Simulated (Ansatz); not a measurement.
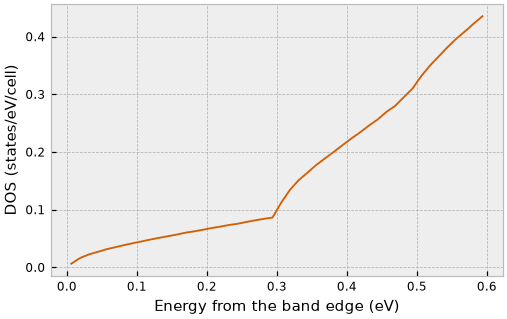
Fig. 1. Density of states of Ge (Fd-3m) above the conduction band minimum, HSE06, rigid bands (Ansatz, an electronic-structure program); cell volume 45.7 Å³.

Task: What effective density of states at 300 K does this give (∫ g(E) exp(−E/k_BT) dE, both spins, divided by the cell's size)?

Result: 9.4e18 cm⁻³, a density-of-states mass of 0.52 mₑ, valleys and band degeneracy included.

Spin-orbit coupling is left out. Geometry: cell and atoms relaxed with PBEsol.
